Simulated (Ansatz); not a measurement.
```xyz
5

Ge   -0.1110    0.0000   -0.8938
Cl    1.2960    0.0000    1.5283
H     2.4709    0.0000    0.9874
H    -1.0124    1.1457   -0.2340
H    -1.0124   -1.1457   -0.2340
```

These are results of RKS B3LYP-D4/def2-SVP in Ansatz 0.2.0, not measurements.

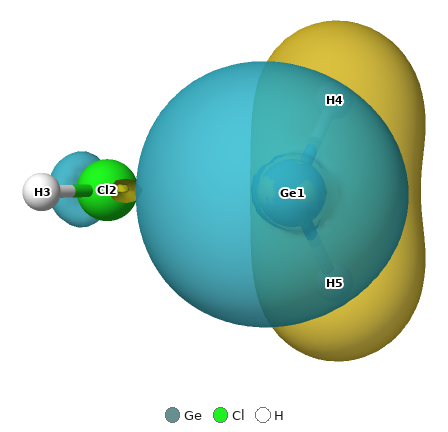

GeH$_{2}$···HCl. The HOMO at ±0.08 Å⁻³ᐟ² (yellow and cyan are the two phases), seen at a tilt.

Question: Describe this orbital and give its energy.

Answer: It lies mainly on Ge1 (about 75 %), H4 (about 10 %) and H5 (about 10 %). Its energy is −6.13 eV.
